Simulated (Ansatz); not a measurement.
# BSiO+ (triplet): one geometry, many settings

What do other methods and options give for BSiO+ (triplet) at this geometry, and how long do they take?

The runs use Ansatz 0.2.0, Gaussian basis; the settings change from run to run.

29 further runs of the same task are left out: 6 for a known fault of the program, 8 that didn't finish, 15 set aside as unsound or not needed.

## (1) The geometry

The geometry is a PBE0/def2-TZVP stationary point (not a proven minimum) of the parent state, kept for this charge and spin.

3 atoms, charge 1, spin multiplicity 3.

Atoms are counted from 1 here; the program's logs count them from 0.

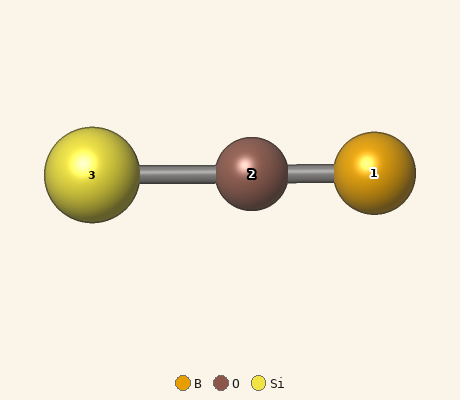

The structure; boron amber, oxygen brown, silicon yellow; atoms are numbered from 1 in the order of the file.

Coordinates:

```xyz
3
BOSi
B     0.0000    0.0000   -1.4214
O     0.0000    0.0000   -0.1292
Si    0.0000    0.0000    1.5506
```

## (2) CCSD/STO-3G

in.yaml

```yaml
crystal:
  periodic: [false, false, false]
  atoms:
    - {symbol: B, position_ang: [0.000000, 0.000000, -1.421400]}
    - {symbol: O, position_ang: [0.000000, 0.000000, -0.129200]}
    - {symbol: Si, position_ang: [0.000000, 0.000000, 1.550600]}
basis:
  gaussian: {orbitals: STO-3G}
total_charge: 1
magnetization: {spin_polarized: true, initial_magnetization: 2}
hamiltonian: {xc: {name: PBE}}
correlation: {method: ccsd, electrons: valence}
accuracy: high
output: {forces: true}
```

Started as:

```console
ansatz run in.yaml --threads 1 --pin off --events-out ev --progress --plain --max-ram 2393MiB
```

The program printed, shortened:

```text
Functional definition: PBE
  name "PBE"
  cite "Perdew, Burke & Ernzerhof, Phys. Rev. Lett. 77, 3865 (1996) doi:10.1103/PhysRevLett.77.3865"
  parent pbe
[...]
325 factors; integrals over basis functions are off by at most 2.8e-8 eV
[...]
mean field -10456.15640857 eV, -384.2566605775 hartree, gradient 1.8e-8 eV, S^2 2.018245; 1 other end points of the search recorded, 0 dependent functions left out
7 core orbitals not correlated: weight in the atoms' cores, before any rotation towards them, 1.000 or more for the frozen orbitals, at most 0.000 for the correlated occupied ones
reference -10436.86816801 eV, -383.5478308112 hartree; 7, 5 occupied and 5, 7 virtual orbitals, 325 factors
second order -3.52314281 eV of doubles, -0.44987405 eV of singles
cycle   1  -3.53786689 eV  change    2.2e-1 eV  update   1.3e-1
[...]
cycle  26  -4.03367981 eV  change  -3.0e-11 eV  update  3.1e-10
WARN: the results are in doubt because among natural orbitals full CI differs from the method by -0.256 eV
[...]
Total energy: -10440.90184783 eV, -383.6960658101 hartree
Atom 0 at     0.000000     0.000000    -1.421400 Å, force     0.000000     0.000000     3.859898 eV/Å
Atom 1 at     0.000000     0.000000    -0.129200 Å, force    -0.000000     0.000000    -5.942116 eV/Å
Atom 2 at     0.000000     0.000000     1.550600 Å, force    -0.000000     0.000000     2.082219 eV/Å
Dipole moment:    -0.000000     0.000000    -0.321299 e Å
In doubt: among natural orbitals full CI differs from the method by -0.256 eV
```

Wall time 3.7 s (1 thread of Arm Neoverse V2, shared host).

From the report: ⟨S²⟩ of the determinant 2.018 (pure triplet: 2.00); correlation -4.0337 eV; T1 0.037; largest double amplitude 0.09. The orbitals are Kohn-Sham ones, so correlation energy and T1 don't compare with those on Hartree-Fock orbitals. Mind the lines of doubt at the end of the log.

## (3) NEVPT2(2,6)/cc-pVDZ

in.yaml

```yaml
crystal:
  periodic: [false, false, false]
  atoms:
    - {symbol: B, position_ang: [0.000000, 0.000000, -1.421400]}
    - {symbol: O, position_ang: [0.000000, 0.000000, -0.129200]}
    - {symbol: Si, position_ang: [0.000000, 0.000000, 1.550600]}
basis:
  gaussian: {orbitals: cc-pVDZ}
total_charge: 1
magnetization: {spin_polarized: false, initial_magnetization: 2}
correlation: {method: sc_nevpt2, electrons: outside_noble_gas, active_space: {window: {electrons: 2, orbitals: 6}}}
scf: {lower_state_search: off}
output: {forces: true}
```

Launched as before.

The program printed, shortened:

```text
Functional definition: HF
  name "HF"
  cite "Fock, Z. Phys. 61, 126 (1930) doi:10.1007/BF01340294"
  parent pbe
[...]
445 factors; integrals over basis functions are off by at most 7.5e-4 eV
[...]
mean field -10561.70489234 eV, -388.1354958129 hartree, gradient 1.7e-6 eV, S^2 2.000000; 0 other end points of the search recorded, 0 dependent functions left out
reference -10561.70489234 eV, -388.1354958129 hartree; 14, 12 occupied and 32, 34 virtual orbitals, 445 factors
state -10561.74216080 eV, -388.1368654033 hartree
state -10561.74216080 eV, -388.1368654033 hartree; corrected -10569.25314784 eV, -388.4128890859 hartree
[...]
Total energy: -10569.25314784 eV, -388.4128890859 hartree
Atom 0 at     0.000000     0.000000    -1.421400 Å, force    -0.000000    -0.000000     2.593147 eV/Å
Atom 1 at     0.000000     0.000000    -0.129200 Å, force     0.000000     0.000000    -6.054808 eV/Å
Atom 2 at     0.000000     0.000000     1.550600 Å, force    -0.000000    -0.000000     3.461661 eV/Å
Dipole moment:    -0.000000     0.000000    -0.688770 e Å
Checks for a lower state left out: stability, starts, cluster_reference, orbital_swaps, neighbouring_geometries, increment
```

Wall time 3.1 s (1 thread of Arm Neoverse V2, shared host).

From the report: 18 determinants; active occupations 1.00, 1.00, 0.00, 0.00, 0.00, 0.00.

## (4) CCSD(T) on ROHF/cc-pVDZ

Edit in.yaml of step 3 so:

```diff
@@ -10,4 +10,3 @@
 magnetization: {spin_polarized: false, initial_magnetization: 2}
-correlation: {method: sc_nevpt2, electrons: outside_noble_gas, active_space: {window: {electrons: 2, orbitals: 6}}}
-scf: {lower_state_search: off}
+correlation: {method: ccsd_t, electrons: valence, diis_vectors: 1}
 output: {forces: true}
```

The command is unchanged.

The program printed, shortened:

```text
Functional definition: HF
  name "HF"
  cite "Fock, Z. Phys. 61, 126 (1930) doi:10.1007/BF01340294"
  parent pbe
[...]
445 factors; integrals over basis functions are off by at most 7.5e-4 eV
[...]
mean field -10561.70489234 eV, -388.1354958129 hartree, gradient 1.7e-6 eV, S^2 2.000000; 12 other end points of the search recorded, 0 dependent functions left out
[...]
determinant -10561.70489234 eV, -388.1354958129 hartree, with singles and doubles -10569.92279593 eV, -388.4374981996 hartree
determinant -10559.36482898 eV, -388.0495000704 hartree, with singles and doubles -10567.54568984 eV, -388.3501411621 hartree
determinant -10558.47601324 eV, -388.0168366945 hartree, with singles and doubles -10566.99439635 eV, -388.3298814999 hartree
determinant -10556.70905227 eV, -387.9519020766 hartree, with singles and doubles -10564.55746104 eV, -388.2403257790 hartree
determinant -10556.50905920 eV, -387.9445524669 hartree, with singles and doubles -10564.37623938 eV, -388.2336660059 hartree
7 core orbitals not correlated: weight in the atoms' cores, before any rotation towards them, 1.000 or more for the frozen orbitals, at most 0.000 for the correlated occupied ones
reference -10561.70489234 eV, -388.1354958129 hartree; 7, 5 occupied and 32, 34 virtual orbitals, 445 factors
second order -7.53547339 eV of doubles, -0.09151395 eV of singles
cycle   1  -8.21971089 eV  change   -1.8e-3 eV  update   4.5e-3
[...]
cycle  31  -8.22202769 eV  change   -7.0e-7 eV  update   1.3e-6
perturbative correction -0.29398063 eV, -0.0108035889 hartree
[...]
Total energy: -10570.22090066 eV, -388.4484533462 hartree
Atom 0 at     0.000000     0.000000    -1.421400 Å, force     0.000000     0.000000     1.618584 eV/Å
Atom 1 at     0.000000     0.000000    -0.129200 Å, force     0.000000    -0.000000    -4.811025 eV/Å
Atom 2 at     0.000000     0.000000     1.550600 Å, force     0.000000     0.000000     3.192441 eV/Å
Dipole moment:    -0.000000     0.000000    -0.545818 e Å
```

Wall time 6 s (1 thread of Arm Neoverse V2, shared host).

From the report: correlation -8.5160 eV; T1 0.043; largest double amplitude 0.08.

## (5) BCCD(T) on ROHF/6-31G

Edit in.yaml of step 4 so:

```diff
@@ -7,6 +7,6 @@
 basis:
-  gaussian: {orbitals: cc-pVDZ}
+  gaussian: {orbitals: 6-31G}
 total_charge: 1
 magnetization: {spin_polarized: false, initial_magnetization: 2}
-correlation: {method: ccsd_t, electrons: valence, diis_vectors: 1}
+correlation: {method: bccd_t, electrons: all}
 output: {forces: true}
```

The command is unchanged.

The program printed, shortened:

```text
Functional definition: HF
  name "HF"
  cite "Fock, Z. Phys. 61, 126 (1930) doi:10.1007/BF01340294"
  parent pbe
[...]
341 factors; integrals over basis functions are off by at most 1.1e-4 eV
[...]
mean field -10560.02305265 eV, -388.0736893440 hartree, gradient 2.3e-6 eV, S^2 2.000000; 11 other end points of the search recorded, 0 dependent functions left out
[...]
determinant -10560.02305265 eV, -388.0736893440 hartree, with singles and doubles -10565.51529303 eV, -388.2755254554 hartree
determinant -10557.56790646 eV, -387.9834643860 hartree, with singles and doubles -10563.07646858 eV, -388.1859003099 hartree
determinant -10554.95546479 eV, -387.8874589252 hartree, with singles and doubles -10559.93924285 eV, -388.0706093907 hartree
determinant -10554.77466251 eV, -387.8808145639 hartree, with singles and doubles -10559.77473242 eV, -388.0645637440 hartree
reference -10560.02305265 eV, -388.0736893440 hartree; 14, 12 occupied and 17, 19 virtual orbitals, 341 factors
second order -5.03265924 eV of doubles, -0.04230350 eV of singles
cycle   1  -5.45124908 eV  change    4.1e-2 eV  update   3.1e-2
[...]
cycle  14  -5.45403705 eV  change   -1.0e-6 eV  update   9.3e-7
perturbative correction -0.22767987 eV, -0.0083670807 hartree
[...]
Total energy: -10565.70476956 eV, -388.2824885894 hartree
Atom 0 at     0.000000     0.000000    -1.421400 Å, force     0.000000     0.000000     0.574858 eV/Å
Atom 1 at     0.000000     0.000000    -0.129200 Å, force     0.000000     0.000000    -4.709704 eV/Å
Atom 2 at     0.000000     0.000000     1.550600 Å, force     0.000000    -0.000000     4.134847 eV/Å
Dipole moment:    -0.000000    -0.000000    -0.534478 e Å
```

It took 6 s on 1 thread of Arm Neoverse V2, shared host.

From the report: correlation -5.6817 eV; largest double amplitude 0.10.

## (6) MP2 on ROHF/cc-pVDZ

Edit in.yaml of step 5 so:

```diff
@@ -7,6 +7,7 @@
 basis:
-  gaussian: {orbitals: 6-31G}
+  gaussian: {orbitals: cc-pVDZ}
 total_charge: 1
 magnetization: {spin_polarized: false, initial_magnetization: 2}
-correlation: {method: bccd_t, electrons: all}
-output: {forces: true}
+hamiltonian: {pseudopotentials: {relativity: scalar}}
+correlation: {method: mp2, electrons: all}
+accuracy: high
```

The command is unchanged.

The program printed, shortened:

```text
Functional definition: HF
  name "HF"
  cite "Fock, Z. Phys. 61, 126 (1930) doi:10.1007/BF01340294"
  parent pbe
[...]
901 factors; integrals over basis functions are off by at most 3.5e-9 eV
[...]
mean field -10577.98472304 eV, -388.7337685561 hartree, gradient 2.9e-8 eV, S^2 2.000000; 10 other end points of the search recorded, 0 dependent functions left out
[...]
reference -10577.98472304 eV, -388.7337685561 hartree; 14, 12 occupied and 32, 34 virtual orbitals, 901 factors
second order -7.81814081 eV of doubles, -0.09174550 eV of singles
Total energy: -10585.89460935 eV, -389.0244515164 hartree
Relativity: scalar
```

Wall time 2.2 s (1 thread of Arm Neoverse V2, shared host).

## (7) NEVPT2(4,6)/cc-pVDZ

Edit in.yaml of step 6 so:

```diff
@@ -10,4 +10,2 @@
 magnetization: {spin_polarized: false, initial_magnetization: 2}
-hamiltonian: {pseudopotentials: {relativity: scalar}}
-correlation: {method: mp2, electrons: all}
-accuracy: high
+correlation: {method: sc_nevpt2, electrons: outside_noble_gas, active_space: {window: {electrons: 4, orbitals: 6}}}
```

The command is unchanged.

The program printed, shortened:

```text
Functional definition: HF
  name "HF"
  cite "Fock, Z. Phys. 61, 126 (1930) doi:10.1007/BF01340294"
  parent pbe
[...]
445 factors; integrals over basis functions are off by at most 7.5e-4 eV
[...]
mean field -10561.70489234 eV, -388.1354958129 hartree, gradient 1.7e-6 eV, S^2 2.000000; 10 other end points of the search recorded, 0 dependent functions left out
reference -10561.70489234 eV, -388.1354958129 hartree; 14, 12 occupied and 32, 34 virtual orbitals, 445 factors
state -10562.71345148 eV, -388.1725596776 hartree
state -10562.71345148 eV, -388.1725596776 hartree; corrected -10569.47623034 eV, -388.4210872166 hartree
state -10562.40098359 eV, -388.1610766944 hartree
state -10562.40098359 eV, -388.1610766944 hartree; corrected -10569.48609938 eV, -388.4214498973 hartree
state -10562.40098359 eV, -388.1610766944 hartree; corrected -10569.48609938 eV, -388.4214498973 hartree
WARN: the results are in doubt because another end's mean lies 0.312 eV lower, and its corrected mean 0.010 eV higher
Total energy: -10569.48609938 eV, -388.4214498973 hartree
In doubt: another end's mean lies 0.312 eV lower, and its corrected mean 0.010 eV higher
```

It took 5.5 s on 1 thread of Arm Neoverse V2, shared host.

From the report: 112 determinants; active occupations 1.96, 1.00, 1.00, 0.04, 0.00, 0.00. Mind the lines of doubt at the end of the log.

## (8) CCSD(T) on ROHF/def2-mTZVP

in.yaml

```yaml
crystal:
  periodic: [false, false, false]
  atoms:
    - {symbol: B, position_ang: [0.000000, 0.000000, -1.421400]}
    - {symbol: O, position_ang: [0.000000, 0.000000, -0.129200]}
    - {symbol: Si, position_ang: [0.000000, 0.000000, 1.550600]}
basis:
  gaussian: {orbitals: def2-mTZVP}
total_charge: 1
magnetization: {spin_polarized: false, initial_magnetization: 2}
correlation: {method: ccsd_t, electrons: outside_noble_gas, diis_vectors: 1}
output: {forces: true}
```

Launched as before.

The program printed, shortened:

```text
Functional definition: HF
  name "HF"
  cite "Fock, Z. Phys. 61, 126 (1930) doi:10.1007/BF01340294"
  parent pbe
[...]
566 factors; integrals over basis functions are off by at most 1.1e-3 eV
[...]
mean field -10562.76294172 eV, -388.1743784103 hartree, gradient 7.3e-6 eV, S^2 2.000000; 11 other end points of the search recorded, 0 dependent functions left out
[...]
determinant -10562.76294172 eV, -388.1743784103 hartree, with singles and doubles -10571.29286032 eV, -388.4878471372 hartree
determinant -10559.61642889 eV, -388.0587461968 hartree, with singles and doubles -10568.48624581 eV, -388.3847059563 hartree
determinant -10557.89210242 eV, -387.9953783675 hartree, with singles and doubles -10566.01556273 eV, -388.2939100278 hartree
determinant -10557.69267632 eV, -387.9880495935 hartree, with singles and doubles -10565.82932834 eV, -388.2870660401 hartree
[...]
7 core orbitals not correlated: weight in the atoms' cores, before any rotation towards them, 1.000 or more for the frozen orbitals, at most 0.000 for the correlated occupied ones
reference -10562.76294172 eV, -388.1743784103 hartree; 7, 5 occupied and 51, 53 virtual orbitals, 566 factors
second order -7.93491816 eV of doubles, -0.07883733 eV of singles
cycle   1  -8.53243931 eV  change   -3.5e-3 eV  update   5.2e-3
[...]
cycle  35  -8.53638948 eV  change   -7.5e-7 eV  update   1.3e-6
perturbative correction -0.36884178 eV, -0.0135546853 hartree
[...]
Total energy: -10571.66817298 eV, -388.5016396229 hartree
Atom 0 at     0.000000     0.000000    -1.421400 Å, force     0.000000     0.000000     1.931708 eV/Å
Atom 1 at     0.000000     0.000000    -0.129200 Å, force    -0.000000     0.000000    -3.640319 eV/Å
Atom 2 at     0.000000     0.000000     1.550600 Å, force    -0.000000    -0.000000     1.708612 eV/Å
Dipole moment:    -0.000000    -0.000000    -0.499309 e Å
```

Wall time 18 s (1 thread of Arm Neoverse V2, shared host); peak memory 0.3 GiB.

From the report: correlation -8.9052 eV; T1 0.047; largest double amplitude 0.08.

## (9) CCSD on ROHF/STO-3G

in.yaml

```yaml
crystal:
  periodic: [false, false, false]
  atoms:
    - {symbol: B, position_ang: [0.000000, 0.000000, -1.421400]}
    - {symbol: O, position_ang: [0.000000, 0.000000, -0.129200]}
    - {symbol: Si, position_ang: [0.000000, 0.000000, 1.550600]}
basis:
  gaussian: {orbitals: STO-3G}
total_charge: 1
magnetization: {spin_polarized: false, initial_magnetization: 2}
correlation: {method: ccsd, electrons: outside_noble_gas}
accuracy: high
scf: {lower_state_search: light}
```

Same command.

The program printed, shortened:

```text
Functional definition: HF
  name "HF"
  cite "Fock, Z. Phys. 61, 126 (1930) doi:10.1007/BF01340294"
  parent pbe
[...]
325 factors; integrals over basis functions are off by at most 2.8e-8 eV
[...]
mean field -10437.36463632 eV, -383.5660756848 hartree, gradient 8.4e-9 eV, S^2 2.000000; 10 other end points of the search recorded, 0 dependent functions left out
[...]
determinant -10437.36463632 eV, -383.5660756848 hartree, with singles and doubles -10441.04427740 eV, -383.7013000005 hartree
determinant -10433.92676633 eV, -383.4397362932 hartree, with singles and doubles -10437.49125251 eV, -383.5707287442 hartree
determinant -10432.96728743 eV, -383.4044760939 hartree, with singles and doubles -10435.76737434 eV, -383.5073773898 hartree
determinant -10432.82008606 eV, -383.3990665432 hartree, with singles and doubles -10435.64412713 eV, -383.5028481383 hartree
7 core orbitals not correlated: weight in the atoms' cores, before any rotation towards them, 1.000 or more for the frozen orbitals, at most 0.000 for the correlated occupied ones
reference -10437.36463632 eV, -383.5660756848 hartree; 7, 5 occupied and 5, 7 virtual orbitals, 325 factors
second order -3.07029194 eV of doubles, -0.05676600 eV of singles
cycle   1  -3.67677783 eV  change    2.9e-3 eV  update   3.7e-3
[...]
cycle  23  -3.68191849 eV  change   8.5e-10 eV  update  3.1e-10
WARN: the results are in doubt because among natural orbitals full CI differs from the method by -0.207 eV
Total energy: -10441.04655480 eV, -383.7013836935 hartree
In doubt: among natural orbitals full CI differs from the method by -0.207 eV
```

Wall time 0.69 s (1 thread of Arm Neoverse V2, shared host).

From the report: correlation -3.6819 eV; T1 0.050; largest double amplitude 0.08. The program marks this result as in doubt; its last lines say why.

## (10) CCSDT(Q) on ROHF/6-31G

in.yaml

```yaml
crystal:
  periodic: [false, false, false]
  atoms:
    - {symbol: B, position_ang: [0.000000, 0.000000, -1.421400]}
    - {symbol: O, position_ang: [0.000000, 0.000000, -0.129200]}
    - {symbol: Si, position_ang: [0.000000, 0.000000, 1.550600]}
basis:
  gaussian: {orbitals: 6-31G}
total_charge: 1
magnetization: {spin_polarized: false, initial_magnetization: 2}
correlation: {method: ccsdt_q, electrons: outside_noble_gas}
output: {forces: true}
```

The command is unchanged.

The program printed, shortened:

```text
Functional definition: HF
  name "HF"
  cite "Fock, Z. Phys. 61, 126 (1930) doi:10.1007/BF01340294"
  parent pbe
[...]
609 factors; integrals over basis functions are off by at most 9.9e-8 eV
[...]
mean field -10560.02324244 eV, -388.0736963187 hartree, gradient 2.3e-6 eV, S^2 2.000000; 11 other end points of the search recorded, 0 dependent functions left out
[...]
determinant -10560.02324244 eV, -388.0736963187 hartree, with singles and doubles -10565.35326012 eV, -388.2695708559 hartree
determinant -10557.56805906 eV, -387.9834699939 hartree, with singles and doubles -10562.91056081 eV, -388.1798033119 hartree
determinant -10554.95562268 eV, -387.8874647278 hartree, with singles and doubles -10559.77893821 eV, -388.0647183041 hartree
determinant -10554.77482079 eV, -387.8808203808 hartree, with singles and doubles -10559.61451233 eV, -388.0586757644 hartree
7 core orbitals not correlated: weight in the atoms' cores, before any rotation towards them, 1.000 or more for the frozen orbitals, at most 0.000 for the correlated occupied ones
reference -10560.02324244 eV, -388.0736963187 hartree; 7, 5 occupied and 17, 19 virtual orbitals, 609 factors
second order -4.86023770 eV of doubles, -0.04213173 eV of singles
cycle   1  -4.85011887 eV  change    5.4e-2 eV  update   1.2e-1
[...]
cycle  21  -5.54267671 eV  change    3.5e-7 eV  update   5.0e-7
perturbative correction -0.00914601 eV, -0.0003361095 hartree
[...]
Total energy: -10565.57506515 eV, -388.2777220402 hartree
Atom 0 at     0.000000     0.000000    -1.421400 Å, force     0.000000    -0.000000     0.456193 eV/Å
Atom 1 at     0.000000     0.000000    -0.129200 Å, force     0.000000     0.000000    -4.565036 eV/Å
Atom 2 at     0.000000     0.000000     1.550600 Å, force     0.000000    -0.000000     4.108843 eV/Å
Dipole moment:     0.000000     0.000000    -0.521029 e Å
```

Wall time 44 s (1 thread of Arm Neoverse V2, shared host); peak memory 0.63 GiB.

From the report: correlation -5.5518 eV; T1 0.046; largest double amplitude 0.09.

## (11) The runs in one table

Where basis and cores are those of an earlier UCCSDT(Q)/cc-pVDZ run (-10570.2819 eV), and the state is the same kind, the miss against it is given. † marks a result that the program doubts.

```tsv
level	correlated	functions	energy (eV)	from UCCSDT(Q) (meV)	time
CCSD/STO-3G (on PBE orbitals) †	valence	19	-10440.9018		3.7 s
NEVPT2(2,6)/cc-pVDZ	outside noble gas	46	-10569.2531	1028.7	3.1 s
CCSD(T) on ROHF/cc-pVDZ	valence	46	-10570.2209	61.0	6 s
BCCD(T) on ROHF/6-31G	all	31	-10565.7048		6 s
MP2 on ROHF/cc-pVDZ (relativity set)	all	46	-10585.8946		2.2 s
NEVPT2(4,6)/cc-pVDZ †	outside noble gas	46	-10569.4861	795.8	5.5 s
CCSD(T) on ROHF/def2-mTZVP	outside noble gas	65	-10571.6682		18 s
CCSD on ROHF/STO-3G †	outside noble gas	19	-10441.0466		0.69 s
CCSDT(Q) on ROHF/6-31G	outside noble gas	31	-10565.5751		44 s
```

## (12) Outcome

```
quantity                          value
    runs                              9
quickest  CCSD on ROHF/STO-3G †, 0.69 s
 slowest   CCSDT(Q) on ROHF/6-31G, 44 s
```

What this shows: Total energies in different bases, with other cores or another treatment of relativity can't be set against each other. CCSDT(Q) on ROHF/6-31G took 64 times as long as CCSD on ROHF/STO-3G †; the jobs differ in more than the method. Among the correlated runs with a miss given, it spans +61 to +1029 meV.
